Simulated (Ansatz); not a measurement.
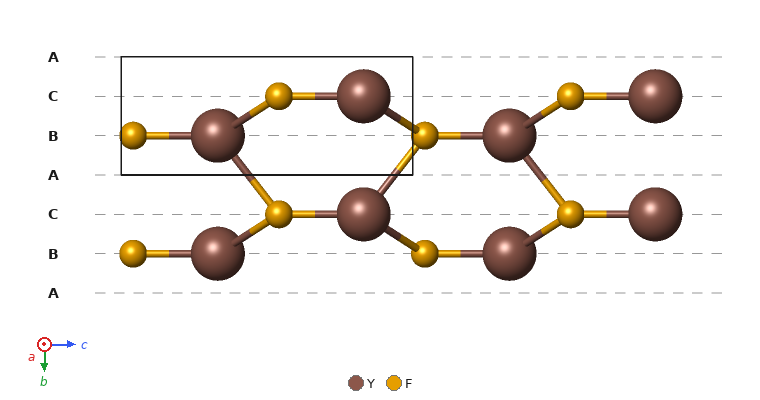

The picture looks along a close-packed row of the hexagonal mesh; c points to the right. The dashed lines mark the three columns A (0, 0), B (1/3, 2/3) and C (2/3, 1/3). The sequence starts with the first layer at or above the cell's origin.

System YF; source of the atomic positions: the input geometry of an electronic-structure calculation (not necessarily at equilibrium); the starting structure was generated, so it need not be a known form of this composition.

Q: Read off the stacking sequence over one period.

A: F(B) – Y(B) – F(C) – Y(C) (four layers in 7.57 Å).

Heights of the layers:

| layer | atoms (column) | height (Å) | to next (Å) |
| --- | --- | --- | --- |
| 1 | F(B) | 0.31 | 2.20 |
| 2 | Y(B) | 2.51 | 1.59 |
| 3 | F(C) | 4.10 | 2.20 |
| 4 | Y(C) | 6.29 | 1.59 |
